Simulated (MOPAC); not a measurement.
# CH2FNO2Si: geometry relaxation (part 1 of 2)

CH2FNO2Si, computed with AM1, closed shell (MOPAC 23.2.5).

The atoms were displaced at random from an optimised geometry.

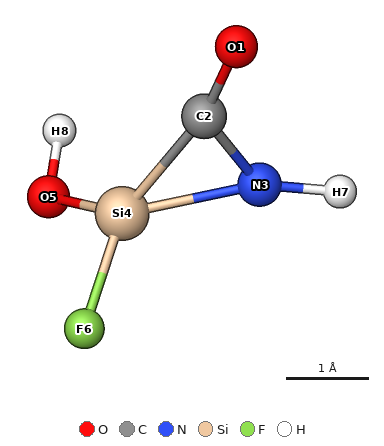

Figure 1. The structure as given in the input (ball-and-stick view, seen at a tilt; atoms are numbered from 1 in the order of the input).

## Results in brief

| quantity | value |
| --- | --- |
| outcome | converged |
| total energy | −57.876536 hartree |
| dispersion energy | 0.000000 hartree |
| heat of formation | −181.69 kcal/mol |
| basis functions | 26 |
| largest force | 0.000 eV/Å |
| HOMO | −9.82 eV |
| LUMO | −0.23 eV |
| dipole moment | 2.88 D |
| hardware | 1 thread of Arm Neoverse V1, 24 GiB of memory available, shared host |
| peak memory | 0.072 GiB |

## Remarks

MOPAC's energies along a path are heats of formation.

## The input (ch2fno2si.mop)
```
DISP CYCLES=300 GNORM=0.01 EF GRADIENTS BONDS AM1 AUX(PRECISION=9) THREADS=1
CH2FNO2Si
O=C1N[Si]1(O)F
O 1.995007 1 1.086705 1 0.982515 1
C 0.978370 1 0.573561 1 0.610747 1
N 0.578180 1 -0.774900 1 0.566102 1
Si -0.691991 1 0.218611 1 -0.037335 1
O -1.236847 1 0.113195 1 -1.572722 1
F -2.018943 1 0.310200 1 0.826069 1
H 1.057179 1 -1.606923 1 0.877494 1
H -0.573483 1 0.057376 1 -2.250454 1
```

Launch command:
```bash
mopac ch2fno2si.mop
```

## Log
```
MOPAC v23.2.5
AM1 CALCULATION RESULTS

 *  AM1        - The AM1 Hamiltonian to be used
 *  EF         - USE EF ROUTINE FOR MINIMUM SEARCH
 *  THREADS=1  - MULTI-THREADING NOT USED
 *  CYCLES=    - DO A MAXIMUM OF 300 STEPS
 *  GNORM      - EXIT WHEN GRADIENT NORM DROPS BELOW 0.010
 *  AUX        - OUTPUT AUXILIARY INFORMATION
 *  GRADIENTS  - ALL GRADIENTS TO BE PRINTED
 *  DISP       - PRINT DISPERSION AND HYDROGEN BOND ENERGIES
 *  BONDS      - FINAL BOND-ORDER MATRIX TO BE PRINTED
DISP CYCLES=300 GNORM=0.01 EF GRADIENTS BONDS AM1 AUX(PRECISION=9) THREADS=1
 CH2FNO2Si
 O=C1N[Si]1(O)F
   ATOM   CHEMICAL          X               Y               Z
  NUMBER   SYMBOL      (ANGSTROMS)     (ANGSTROMS)     (ANGSTROMS)

     1       O          1.99500700  *   1.08670500  *   0.98251500  *
     2       C          0.97837000  *   0.57356100  *   0.61074700  *
     3       N          0.57818000  *  -0.77490000  *   0.56610200  *
     4      Si         -0.69199100  *   0.21861100  *  -0.03733500  *
     5       O         -1.23684700  *   0.11319500  *  -1.57272200  *
     6       F         -2.01894300  *   0.31020000  *   0.82606900  *
     7       H          1.05717900  *  -1.60692300  *   0.87749400  *
     8       H         -0.57348300  *   0.05737600  *  -2.25045400  *

          CARTESIAN COORDINATES

    NO.       ATOM           X           Y           Z

     1         O          1.9950      1.0867      0.9825
     2         C          0.9784      0.5736      0.6107
     3         N          0.5782     -0.7749      0.5661
     4        Si         -0.6920      0.2186     -0.0373
     5         O         -1.2368      0.1132     -1.5727
     6         F         -2.0189      0.3102      0.8261
     7         H          1.0572     -1.6069      0.8775
     8         H         -0.5735      0.0574     -2.2505

           Empirical Formula: C H2 N O2 Si F  =     8 atoms

      MOLECULAR POINT GROUP   :   C1

      RHF CALCULATION, NO. OF DOUBLY OCCUPIED LEVELS = 17

          Geometry optimization using EF

          DIAGONAL MATRIX USED AS START HESSIAN
```

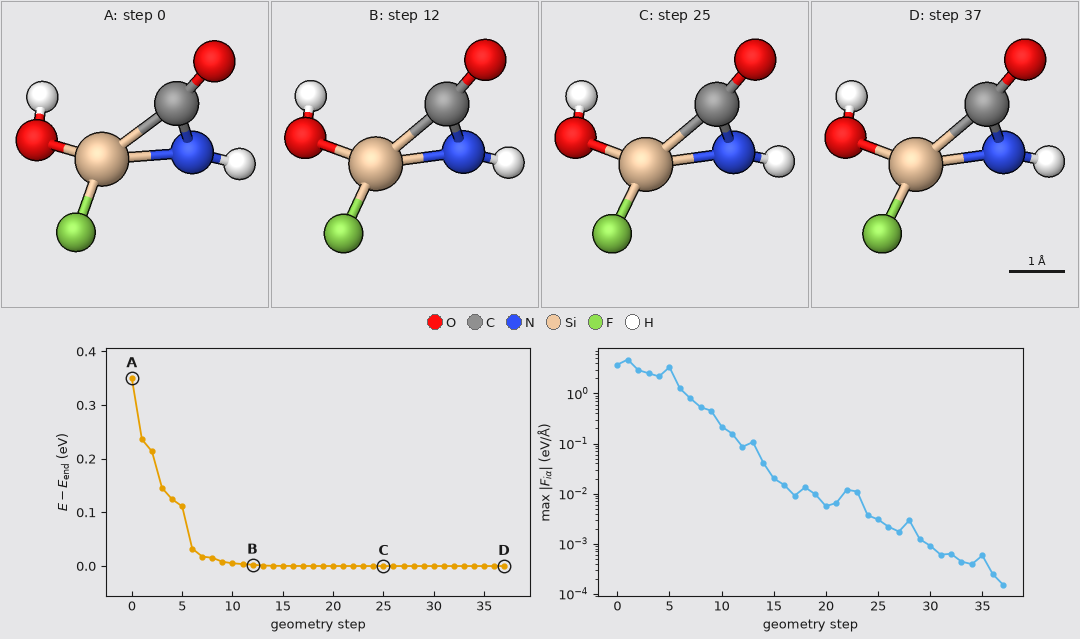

Figure 2. Frames of the relaxation (ball-and-stick view, seen at a tilt) above the curves, on which the letters mark them (steps are counted from 0).

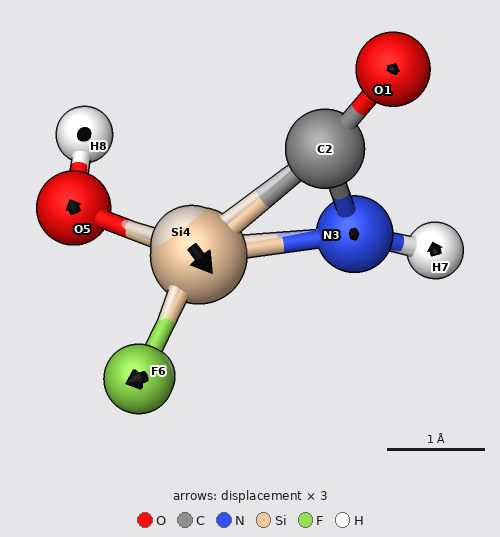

Figure 3. Start (faint) and end (solid) with the displacements as black arrows, magnified 3 times (ball-and-stick view, seen at a tilt). The two geometries are laid on each other by the best rigid fit. After 37 geometry steps the energy has fallen by 0.350 eV. The largest force component goes from 3.8 to 0.00015 eV/Å. The largest move after the best rigid fit is that of Si4, 0.12 Å. Largest moves by element: Si 0.12 Å, F 0.08 Å, O 0.05 Å, H 0.05 Å, N 0.03 Å, C 0.02 Å. Among the contacts that change: Si4–O5 1.633 → 1.726 Å, N3–Si4 1.722 → 1.680 Å, N3–H7 1.009 → 0.976 Å, O1–C2 1.198 → 1.229 Å. Among the angles that change: N3–Si4–F6 117.4° → 126.1°, C2–Si4–O5 130.7° → 124.8°, C2–Si4–F6 124.1° → 127.3°. (Atoms are counted from 1 in the order of the input.)

```
 CYCLE:     1 TIME:   0.008 TIME LEFT:  2.00D  GRAD.:   188.320 HEAT: -173.6193
 CYCLE:     2 TIME:   0.000 TIME LEFT:  2.00D  GRAD.:   182.331 HEAT: -176.2422
 CYCLE:     3 TIME:   0.000 TIME LEFT:  2.00D  GRAD.:   155.023 HEAT: -176.7621
 CYCLE:     4 TIME:   0.008 TIME LEFT:  2.00D  GRAD.:   111.904 HEAT: -178.3315
 CYCLE:     5 TIME:   0.000 TIME LEFT:  2.00D  GRAD.:   114.071 HEAT: -178.8188
 CYCLE:     6 TIME:   0.000 TIME LEFT:  2.00D  GRAD.:   114.210 HEAT: -179.1201
 CYCLE:     7 TIME:   0.000 TIME LEFT:  2.00D  GRAD.:    57.952 HEAT: -180.9398
 CYCLE:     8 TIME:   0.008 TIME LEFT:  2.00D  GRAD.:    34.528 HEAT: -181.2829
 CYCLE:     9 TIME:   0.000 TIME LEFT:  2.00D  GRAD.:    29.257 HEAT: -181.3345
 CYCLE:    10 TIME:   0.000 TIME LEFT:  2.00D  GRAD.:    16.897 HEAT: -181.5047
 CYCLE:    11 TIME:   0.000 TIME LEFT:  2.00D  GRAD.:    10.152 HEAT: -181.5703
 CYCLE:    12 TIME:   0.000 TIME LEFT:  2.00D  GRAD.:     5.818 HEAT: -181.6044
 CYCLE:    13 TIME:   0.000 TIME LEFT:  2.00D  GRAD.:     4.919 HEAT: -181.6333
 CYCLE:    14 TIME:   0.000 TIME LEFT:  2.00D  GRAD.:     4.329 HEAT: -181.6680
 CYCLE:    15 TIME:   0.008 TIME LEFT:  2.00D  GRAD.:     2.084 HEAT: -181.6786
 CYCLE:    16 TIME:   0.000 TIME LEFT:  2.00D  GRAD.:     1.231 HEAT: -181.6834
 CYCLE:    17 TIME:   0.000 TIME LEFT:  2.00D  GRAD.:     0.884 HEAT: -181.6857
 CYCLE:    18 TIME:   0.000 TIME LEFT:  2.00D  GRAD.:     0.531 HEAT: -181.6867
 CYCLE:    19 TIME:   0.000 TIME LEFT:  2.00D  GRAD.:     0.465 HEAT: -181.6874
 CYCLE:    20 TIME:   0.000 TIME LEFT:  2.00D  GRAD.:     0.398 HEAT: -181.6877
 CYCLE:    21 TIME:   0.008 TIME LEFT:  2.00D  GRAD.:     0.289 HEAT: -181.6879
 CYCLE:    22 TIME:   0.000 TIME LEFT:  2.00D  GRAD.:     0.339 HEAT: -181.6882
 CYCLE:    23 TIME:   0.000 TIME LEFT:  2.00D  GRAD.:     0.490 HEAT: -181.6886
 CYCLE:    24 TIME:   0.000 TIME LEFT:  2.00D  GRAD.:     0.440 HEAT: -181.6889
 CYCLE:    25 TIME:   0.000 TIME LEFT:  2.00D  GRAD.:     0.161 HEAT: -181.6892
 CYCLE:    26 TIME:   0.008 TIME LEFT:  2.00D  GRAD.:     0.117 HEAT: -181.6892
 CYCLE:    27 TIME:   0.000 TIME LEFT:  2.00D  GRAD.:     0.114 HEAT: -181.6893
 CYCLE:    28 TIME:   0.000 TIME LEFT:  2.00D  GRAD.:     0.096 HEAT: -181.6893
 CYCLE:    29 TIME:   0.000 TIME LEFT:  2.00D  GRAD.:     0.126 HEAT: -181.6894
 CYCLE:    30 TIME:   0.000 TIME LEFT:  2.00D  GRAD.:     0.062 HEAT: -181.6894
 CYCLE:    31 TIME:   0.000 TIME LEFT:  2.00D  GRAD.:     0.039 HEAT: -181.6894
 CYCLE:    32 TIME:   0.000 TIME LEFT:  2.00D  GRAD.:     0.026 HEAT: -181.6894
 CYCLE:    33 TIME:   0.008 TIME LEFT:  2.00D  GRAD.:     0.032 HEAT: -181.6894
 CYCLE:    34 TIME:   0.000 TIME LEFT:  2.00D  GRAD.:     0.026 HEAT: -181.6894
 CYCLE:    35 TIME:   0.000 TIME LEFT:  2.00D  GRAD.:     0.021 HEAT: -181.6894
 CYCLE:    36 TIME:   0.000 TIME LEFT:  2.00D  GRAD.:     0.021 HEAT: -181.6894
 CYCLE:    37 TIME:   0.000 TIME LEFT:  2.00D  GRAD.:     0.013 HEAT: -181.6894
 CYCLE:    38 TIME:   0.000 TIME LEFT:  2.00D  GRAD.:     0.008 HEAT: -181.6894

     GRADIENT =  0.00799 IS LESS THAN CUTOFF =  0.01000

 -------------------------------------------------------------------------------
 DISP CYCLES=300 GNORM=0.01 EF GRADIENTS BONDS AM1 AUX(PRECISION=9) THREADS=1
 CH2FNO2Si
 O=C1N[Si]1(O)F

     GEOMETRY OPTIMISED USING EIGENVECTOR FOLLOWING (EF).
     SCF FIELD WAS ACHIEVED

                              AM1 CALCULATION

          FINAL HEAT OF FORMATION =       -181.68940 KCAL/MOL =    -760.18844 KJ/MOL

          TOTAL ENERGY            =     -36318.07476 KCAL/MOL = ELECTRONIC ENERGY + CORE-CORE REPULSION
          ENERGY OF ATOMS         =      36136.38424 KCAL/MOL
                              SUM =       -181.69052 KCAL/MOL
          DISPERSION ENERGY       =          0.00000 KCAL/MOL
          MM CORR. FOR -CO-NH-    =          0.00112 KCAL/MOL
                              SUM =       -181.68940 KCAL/MOL = FINAL HEAT OF FORMATION

          TOTAL ENERGY            =      -1574.90078 EV
          ELECTRONIC ENERGY       =      -4237.08591 EV
          CORE-CORE REPULSION     =       2662.18513 EV
          COSMO AREA              =        118.52 SQUARE ANGSTROMS
          COSMO VOLUME            =        105.32 CUBIC ANGSTROMS

          GRADIENT NORM           =          0.00799          =       0.00282 PER ATOM
          IONIZATION POTENTIAL    =          9.818361 EV
          HOMO LUMO ENERGIES (EV) =         -9.818 -0.226
          NO. OF FILLED LEVELS    =         17
          MOLECULAR WEIGHT        =        107.1162         POINT GROUP:  C1

          MOLECULAR DIMENSIONS (Angstroms)

            Atom       Atom       Distance
            H     8    O     1     4.30029
            F     6    H     7     3.41544
            F     6    O     1     2.20610

          SCF CALCULATIONS        =         42

          WALL-CLOCK TIME         =      0.062 SECONDS
          COMPUTATION TIME        =      0.060 SECONDS

       FINAL  POINT  AND  DERIVATIVES

   PARAMETER     ATOM    TYPE            VALUE        GRADIENT
      1          1  O    CARTESIAN X     2.030310      0.001254  KCAL/ANGSTROM
      2          1  O    CARTESIAN Y     1.100519     -0.000747  KCAL/ANGSTROM
      3          1  O    CARTESIAN Z     0.957577     -0.001349  KCAL/ANGSTROM
      4          2  C    CARTESIAN X     0.974402      0.000898  KCAL/ANGSTROM
      5          2  C    CARTESIAN Y     0.574755     -0.001271  KCAL/ANGSTROM
      6          2  C    CARTESIAN Z     0.611369     -0.000182  KCAL/ANGSTROM
      7          3  N    CARTESIAN X     0.605862      0.000343  KCAL/ANGSTROM
      8          3  N    CARTESIAN Y    -0.767660     -0.001019  KCAL/ANGSTROM
      9          3  N    CARTESIAN Z     0.574907     -0.003493  KCAL/ANGSTROM
     10          4 Si    CARTESIAN X    -0.704502      0.001154  KCAL/ANGSTROM
     11          4 Si    CARTESIAN Y     0.134056      0.001299  KCAL/ANGSTROM
     12          4 Si    CARTESIAN Z     0.035322      0.001801  KCAL/ANGSTROM
     13          5  O    CARTESIAN X    -1.216543     -0.002706  KCAL/ANGSTROM
     14          5  O    CARTESIAN Y     0.155310     -0.001589  KCAL/ANGSTROM
     15          5  O    CARTESIAN Z    -1.613304      0.001217  KCAL/ANGSTROM
     16          6  F    CARTESIAN X    -2.084309      0.001490  KCAL/ANGSTROM
     17          6  F    CARTESIAN Y     0.349071      0.002899  KCAL/ANGSTROM
     18          6  F    CARTESIAN Z     0.813415      0.002540  KCAL/ANGSTROM
     19          7  H    CARTESIAN X     1.093636      0.000545  KCAL/ANGSTROM
     20          7  H    CARTESIAN Y    -1.574722      0.000157  KCAL/ANGSTROM
     21          7  H    CARTESIAN Z     0.825589     -0.000272  KCAL/ANGSTROM
     22          8  H    CARTESIAN X    -0.571153     -0.002977  KCAL/ANGSTROM
     23          8  H    CARTESIAN Y     0.048818      0.000271  KCAL/ANGSTROM
     24          8  H    CARTESIAN Z    -2.301074     -0.000261  KCAL/ANGSTROM

   ATOM   CHEMICAL          X               Y               Z
  NUMBER   SYMBOL      (ANGSTROMS)     (ANGSTROMS)     (ANGSTROMS)

     1       O          2.03030989  *   1.10051908  *   0.95757695  *
     2       C          0.97440182  *   0.57475499  *   0.61136948  *
     3       N          0.60586217  *  -0.76766019  *   0.57490682  *
     4      Si         -0.70450179  *   0.13405563  *   0.03532160  *
     5       O         -1.21654314  *   0.15530956  *  -1.61330377  *
     6       F         -2.08430867  *   0.34907110  *   0.81341491  *
     7       H          1.09363621  *  -1.57472216  *   0.82558901  *
     8       H         -0.57115320  *   0.04881772  *  -2.30107382  *

                             CARTESIAN COORDINATES

   1    O        2.030309893     1.100519078     0.957576950
   2    C        0.974401816     0.574754988     0.611369478
   3    N        0.605862171    -0.767660193     0.574906820
   4   Si       -0.704501793     0.134055630     0.035321595
   5    O       -1.216543139     0.155309563    -1.613303765
   6    F       -2.084308672     0.349071103     0.813414905
   7    H        1.093636213    -1.574722164     0.825589011
   8    H       -0.571153202     0.048817725    -2.301073816

           Empirical Formula: C H2 N O2 Si F  =     8 atoms

      MOLECULAR POINT GROUP   :   C1

                  EIGENVALUES
 -48.97931 -38.67053 -36.64966 -34.35538 -22.62777 -19.40913 -18.20739 -16.81909
 -16.19230 -15.99550 -15.71879 -14.84344 -13.97829 -13.86827 -12.71665 -10.74663
  -9.81836  -0.22644   0.67555   1.15008   1.52664   1.89973   4.26173   5.24066
   5.89067   6.93578

              NET ATOMIC CHARGES AND DIPOLE CONTRIBUTIONS

  ATOM NO.   TYPE          CHARGE      No. of ELECS.   s-Pop       p-Pop
    1          O          -0.292485        6.2925     1.90920     4.38329
    2          C          -0.085643        4.0856     1.36819     2.71745
    3          N          -0.726672        5.7267     1.57582     4.15086
    4         Si           1.724372        2.2756     0.70236     1.57327
    5          O          -0.655114        6.6551     1.84893     4.80618
    6          F          -0.427221        7.4272     1.87936     5.54786
    7          H           0.208263        0.7917     0.79174
    8          H           0.254501        0.7455     0.74550
 DIPOLE           X         Y         Z       TOTAL
 POINT-CHG.    -2.702    -0.713    -1.891     3.374
 HYBRID         1.134    -1.051     0.248     1.566
 SUM           -1.568    -1.765    -1.642     2.875

          ATOMIC ORBITAL ELECTRON POPULATIONS

     Atom    s        px        py        pz
    1  O   1.90920   1.27102   1.69756   1.41471
    2  C   1.36819   1.05051   0.86408   0.80285
    3  N   1.57582   1.34220   1.14253   1.66612
    4 Si   0.70236   0.49365   0.54856   0.53106
    5  O   1.84893   1.54326   1.90341   1.35952
    6  F   1.87936   1.75618   1.91287   1.87881
    7  H   0.79174
    8  H   0.74550

          BONDING CONTRIBUTION OF EACH M.O.

  0.5778  1.0971  0.7608  1.1086  1.3642  1.6271  1.4142  1.1622  0.7436  1.0808
  0.6468  1.0838  0.7880  0.5734  0.8954  0.7802  1.0000 -1.7584 -1.8954 -1.8164
 -1.9780 -1.4636 -2.0601 -1.8415 -1.9479 -1.9424

            (VALENCIES)   BOND ORDERS

     1  O     (2.111)     2  C 1.849     3  N 0.185     4 Si 0.060

     2  C     (3.636)     1  O 1.849     3  N 1.047     4 Si 0.661     6  F 0.028     5  O 0.028     7  H 0.023

     3  N     (3.018)     2  C 1.047     7  H 0.902     4 Si 0.795     1  O 0.185     5  O 0.048     6  F 0.041

     4 Si     (3.218)     6  F 0.845     5  O 0.830     3  N 0.795     2  C 0.661     1  O 0.060     7  H 0.017

     5  O     (1.866)     8  H 0.917     4 Si 0.830     3  N 0.048     6  F 0.037     2  C 0.028

     6  F     (0.963)     4 Si 0.845     3  N 0.041     5  O 0.037     2  C 0.028

     7  H     (0.957)     3  N 0.902     2  C 0.023     4 Si 0.017

     8  H     (0.935)     5  O 0.917

 *                    *
 * JOB ENDED NORMALLY *
 *                    *

 TOTAL JOB TIME:             0.06 SECONDS

 == MOPAC DONE ==
```

## Trajectory as extended XYZ (Å, eV, eV/Å), 38 frames, from step=0 to step=37
```
8
Properties=species:S:1:pos:R:3:forces:R:3 step=0 energy=-7.52885
O     1.9950    1.0867    0.9825    3.0576   1.5330   1.1223
C     0.9784    0.5736    0.6107   -3.2444  -2.3790  -1.2024
N     0.5782   -0.7749    0.5661    0.4840   0.3941   0.0753
Si   -0.6920    0.2186   -0.0373    2.3704  -1.0029   3.7538
O    -1.2368    0.1132   -1.5727   -0.7809  -0.0385  -3.2648
F    -2.0189    0.3102    0.8261   -0.9761   0.3190   0.4347
H     1.0572   -1.6069    0.8775   -0.7267   1.2193  -0.4832
H    -0.5735    0.0574   -2.2505   -0.1839  -0.0450  -0.4355
8
Properties=species:S:1:pos:R:3:forces:R:3 step=1 energy=-7.64258
O     2.0226    1.1063    0.9934   -3.6690  -1.9316  -1.4522
C     0.9449    0.5454    0.5888    4.7528   2.9304   1.7756
N     0.5802   -0.7688    0.5628    0.5347  -1.6347   0.3614
Si   -0.6725    0.2087    0.0116   -0.8545  -0.4490  -0.6383
O    -1.2474    0.1145   -1.6246   -0.4806   0.2106   1.0468
F    -2.0310    0.3169    0.8281   -0.6773   0.2566   0.3161
H     1.0494   -1.5917    0.8693   -0.3261   0.7124  -0.3011
H    -0.5761    0.0572   -2.2579    0.7199  -0.0946  -1.1083
8
Properties=species:S:1:pos:R:3:forces:R:3 step=2 energy=-7.66513
O     1.9982    1.0934    0.9716    2.9336   1.4249   1.0193
C     0.9789    0.5776    0.6138   -2.8661  -2.3356  -0.9677
N     0.5894   -0.7891    0.5681   -0.2636   2.4530  -0.2793
Si   -0.6683    0.1956    0.0442   -0.5877  -0.7116  -2.0796
O    -1.2536    0.1208   -1.6604    0.3853   0.2289   2.1057
F    -2.0431    0.3251    0.8301   -0.5978   0.2344   0.3099
H     1.0426   -1.5669    0.8517    0.6803  -1.2437   0.3383
H    -0.5685    0.0562   -2.2975    0.3159  -0.0503  -0.4465
8
Properties=species:S:1:pos:R:3:forces:R:3 step=3 energy=-7.73318
O     2.0108    1.1011    0.9863    0.4804   0.1650   0.1830
C     0.9762    0.5611    0.6131   -0.1421   0.3944  -0.1706
N     0.5926   -0.7646    0.5688    0.0887  -0.3904   0.0109
Si   -0.6717    0.1728   -0.0092   -1.7654   0.0611   1.7935
O    -1.2513    0.1262   -1.6052    1.4642  -0.1250  -2.5268
F    -2.0561    0.3353    0.8398    1.3668  -0.0522  -0.9180
H     1.0452   -1.5745    0.8530    0.1534  -0.2140   0.0503
H    -0.5593    0.0535   -2.3384   -1.6460   0.1611   1.5777
8
Properties=species:S:1:pos:R:3:forces:R:3 step=4 energy=-7.75432
O     2.0248    1.1034    0.9852   -0.9291  -0.5317  -0.3647
C     0.9734    0.5610    0.6057    1.1957   1.3501   0.3742
N     0.5914   -0.7522    0.5620    0.4917  -2.1854   0.4982
Si   -0.7103    0.1684    0.0088    1.8050  -0.3767  -0.4273
O    -1.2306    0.1279   -1.6241   -1.0165   0.1513   0.6486
F    -2.0356    0.3323    0.8295   -1.8519   0.3196   0.9952
H     1.0560   -1.6039    0.8636   -0.6348   1.3896  -0.5217
H    -0.5787    0.0574   -2.2685    0.9399  -0.1167  -1.2026
8
Properties=species:S:1:pos:R:3:forces:R:3 step=5 energy=-7.76738
O     2.0265    1.1097    0.9918   -1.4736  -0.7580  -0.6332
C     0.9709    0.5817    0.5971    1.1174  -0.8255   0.6700
N     0.5964   -0.7920    0.5812   -0.9483   3.3483  -0.8683
Si   -0.6941    0.1623    0.0005   -0.2480  -0.5769   0.8916
O    -1.2360    0.1325   -1.6428   -0.4666   0.1332   0.7993
F    -2.0530    0.3410    0.8528    0.6389  -0.0003  -0.5489
H     1.0487   -1.5757    0.8400    0.8074  -1.2369   0.4773
H    -0.5771    0.0572   -2.2952    0.5727  -0.0838  -0.7878
8
Properties=species:S:1:pos:R:3:forces:R:3 step=6 energy=-7.84629
O     2.0129    1.1005    0.9846    1.1486   0.5040   0.3483
C     0.9826    0.5758    0.6062   -1.1422  -0.5746  -0.3190
N     0.5913   -0.7643    0.5709    0.4717  -0.1699   0.0929
Si   -0.6850    0.1528    0.0128   -1.2585   0.1392   0.0632
O    -1.2410    0.1335   -1.6367    0.5024   0.0181   0.0885
F    -2.0549    0.3428    0.8441    0.6071  -0.0131  -0.4774
H     1.0523   -1.5813    0.8439   -0.0014   0.0699  -0.0128
H    -0.5679    0.0553   -2.3153   -0.3278   0.0264   0.2162
8
Properties=species:S:1:pos:R:3:forces:R:3 step=7 energy=-7.86117
O     2.0203    1.1038    0.9846   -0.1576  -0.1385  -0.1265
C     0.9771    0.5701    0.6048    0.1940   0.2122   0.1505
N     0.5970   -0.7646    0.5710   -0.0806  -0.0302  -0.0841
Si   -0.7012    0.1540    0.0153    0.7194  -0.2497  -0.3055
O    -1.2365    0.1347   -1.6267    0.4184  -0.0028  -0.3624
F    -2.0464    0.3418    0.8330   -0.7985   0.1702   0.3758
H     1.0537   -1.5813    0.8433    0.0952   0.0012   0.0181
H    -0.5698    0.0555   -2.3152   -0.3902   0.0376   0.3340
```
